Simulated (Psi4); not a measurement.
# HNO3 (nitric acid): HF/def2-SVPD

Aim: the energy change on altering one bond length of HNO3 (nitric acid) at HF/def2-SVPD, from 2 runs. 

The results are computed with Psi4 1.11.

1 further run of the same task is left out (set aside as unsound or not needed).

## 1. The system as given

The species is HNO3 (5 atoms), meant as a singlet with charge 0. As SMILES, `O=[N+]([O-])O`. The shape is that of a PBE0-D4/def2-TZVP optimisation. This is one conformer, not always the lowest.

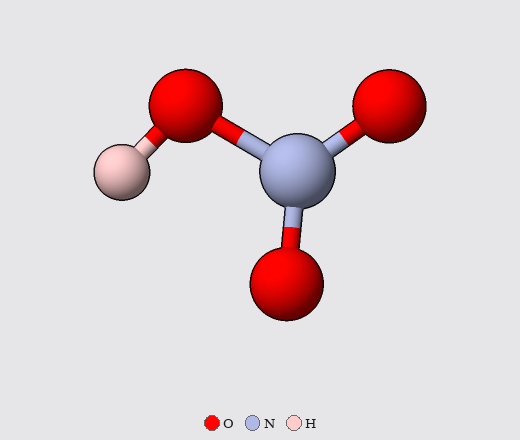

The structure, seen from a chosen angle (oxygen red, nitrogen light blue, hydrogen pink).

## 2. Energy and gradient at HF/def2-SVPD

File input.dat:

```
memory 2200 mb

molecule system {
  0 1
  O      1.317870    -0.315800     0.746500
  N      0.253090    -0.279730     0.226190
  O     -0.596440    -1.123960     0.141450
  O     -0.044080     0.932950    -0.373960
  H     -0.930440     0.786540    -0.740170
  units angstrom
  symmetry c1
  no_reorient
  no_com
}

set {
  puream        true
  e_convergence 1e-09
  d_convergence 1e-08
  scf_type      pk
}

e_tot, wfn = gradient('scf/def2-SVPD', return_wfn=True)
oeprop(wfn, 'MAYER_INDICES', 'QUADRUPOLE', 'DIPOLE')
```

Command:

```sh
$ psi4 -i input.dat -o output.dat -n 1
```

output.dat:

```text
[...]
  Running in c1 symmetry.
[...]
  Nuclear repulsion =  127.635963317852998
[...]
  Multiplicity = 1
[...]
  Nalpha       = 16
  Nbeta        = 16
[...]
    Number of basis functions: 97
[...]
   @RHF iter   1:  -279.00931260261854   -1.75658e-01   8.16222e-03 DIIS/ADIIS
[...]
   @RHF iter  14:  -279.24363952340224   -7.10543e-12   5.26940e-09 DIIS
[...]
    Orbital Energies [Eh]
    ---------------------
    Doubly Occupied:
       1A    -20.695220     2A    -20.650614     3A    -20.646100
       4A    -15.948342     5A     -1.696682     6A     -1.471390
       7A     -1.441694     8A     -0.955168     9A     -0.835534
      10A     -0.810853    11A     -0.795134    12A     -0.709425
      13A     -0.592974    14A     -0.560755    15A     -0.538952
      16A     -0.506437
[...]
  @RHF Final Energy:  -279.24363952340224
   => Energetics <=
    Nuclear Repulsion Energy =            127.6359633178529975
    One-Electron Energy =                -636.0486526699218075
    Two-Electron Energy =                 229.1690498286665445
    Total Energy =                       -279.2436395234022939
[...]
  -Total Gradient:
     Atom            X                  Y                   Z
    ------   -----------------  -----------------  -----------------
       1        0.044821152595     0.002368216401     0.020443103488
       2       -0.006102132802    -0.010447622415     0.001015339123
       3       -0.033354788348    -0.030856978829    -0.004183726457
       4        0.011938968669     0.045035319169    -0.011353658343
       5       -0.017303200114    -0.006098934326    -0.005921057812
[...]
 Multipole Moments:
 ------------------------------------------------------------------------------------
     Multipole            Electronic (a.u.)      Nuclear  (a.u.)        Total (a.u.)
 ------------------------------------------------------------------------------------
 L = 1.  Multiply by 2.5417464519 to convert [e a0] to [Debye]
 Dipole X            :        -12.5510950           11.8296666           -0.7214284
 Dipole Y            :         10.4066329           -9.8758032            0.5308297
 Dipole Z            :         -9.9077876            9.3637441           -0.5440435
 Magnitude           :                                                    1.0479611
 L = 2.  Multiply by 1.3450342976 to convert [e a0^2] to [Debye ang]
 Quadrupole XX       :        -81.4682081           64.5285018          -16.9397063
 Quadrupole XY       :         -3.4625869            1.7038587           -1.7587282
[...]
```

Run time: 9 s. Hardware: 1 thread of Intel Xeon Platinum 8259CL at 2.50GHz (Skylake/Cascade Lake), shared host; peak memory 0.35 GiB.

## 3. The distorted shape: a single-point energy at HF/def2-SVPD

File hno3.xyz:

```xyz
5
HNO3
O      1.997491     0.359581     0.814292
N      0.932711     0.395651     0.293982
O     -0.596440    -1.123960     0.141450
O      0.635541     1.608331    -0.306168
H     -0.250819     1.461921    -0.672378
```

File run.py:

```python
import numpy as np
from ase.calculators.psi4 import Psi4
from ase.io import read

mol = read('hno3.xyz')
calc = Psi4(atoms=mol, method='scf', basis='def2-SVPD', memory='2200MB', num_threads=1, charge=0, multiplicity=1, label='calc')
calc.psi4.set_options({'puream': True, 'e_convergence': 1e-09, 'd_convergence': 1e-08, 'scf_type': 'pk'})
mol.calc = calc

print(f'energy: {mol.get_potential_energy():.6f} eV')
```

Command:

```sh
$ python run.py
```

calc.dat:

```text
[...]
  Running in c1 symmetry.
[...]
  Nuclear repulsion =  107.356647929941602
[...]
  Multiplicity = 1
[...]
  Nalpha       = 16
  Nbeta        = 16
[...]
    Number of basis functions: 97
[...]
   @RHF iter   1:  -278.28039763789315   -6.38410e-01   1.11656e-02 ADIIS/DIIS
[...]
   @RHF iter  20:  -279.09981747126903   -2.67164e-12   4.20485e-09 DIIS
[...]
    Orbital Energies [Eh]
    ---------------------
    Doubly Occupied:
       1A    -20.689616     2A    -20.686461     3A    -20.679369
       4A    -15.838322     5A     -1.615874     6A     -1.430123
       7A     -1.226906     8A     -0.964887     9A     -0.820811
      10A     -0.762414    11A     -0.716425    12A     -0.653205
      13A     -0.564758    14A     -0.564434    15A     -0.554712
      16A     -0.492215
[...]
  @RHF Final Energy:  -279.09981747126903
   => Energetics <=
    Nuclear Repulsion Energy =            107.3566479299416017
    One-Electron Energy =                -596.3918636303891390
    Two-Electron Energy =                 209.9353982291785314
    Total Energy =                       -279.0998174712690343
[...]
 Multipole Moments:
 ------------------------------------------------------------------------------------
     Multipole            Electronic (a.u.)      Nuclear  (a.u.)        Total (a.u.)
 ------------------------------------------------------------------------------------
 L = 1.  Multiply by 2.5417464519 to convert [e a0] to [Debye]
 Dipole X            :          0.3211804           -0.9117200           -0.5905396
 Dipole Y            :         -0.6916300            1.0644056            0.3727756
 Dipole Z            :          0.4144415           -0.8363880           -0.4219465
 Magnitude           :                                                    0.8159274
[...]
```

On the terminal:

```text
energy: -7594.692873 eV
```

It took 7.2 s on 1 thread of Intel Xeon Platinum 8259CL at 2.50GHz (Skylake/Cascade Lake), shared host; peak memory 0.37 GiB.

## 4. Outcome

Level: HF/def2-SVPD.

| quantity | value |
| --- | --- |
| first shape: total energy | -279.24364 Eh |
| first shape: dipole moment | 2.66 D |
| first shape: HOMO energy | -13.78 eV |
| first shape: LUMO energy | 2.03 eV |
| first shape: HOMO–LUMO gap | 15.81 eV |
| first shape: largest force on an atom | 2.536 eV/Å |
| distorted shape: total energy | -279.09982 Eh |
| distorted shape: dipole moment | 2.07 D |
| distorted shape: HOMO energy | -13.39 eV |
| distorted shape: LUMO energy | 0.45 eV |
| distorted shape: HOMO–LUMO gap | 13.84 eV |
| energy change with the N2–O3 bond stretched from 1.201 to 2.161 Å | 3.914 eV |

In words: With the N2–O3 bond stretched from 1.201 to 2.161 Å the energy rises by 3.91 eV (90 kcal/mol). The first shape isn't relaxed at this level, so the change isn't measured from a minimum. A restricted reference can't describe the breaking bond well at this length. The largest force (first shape) is 2.54 eV/Å: the shape isn't a stationary point for this species at this level.
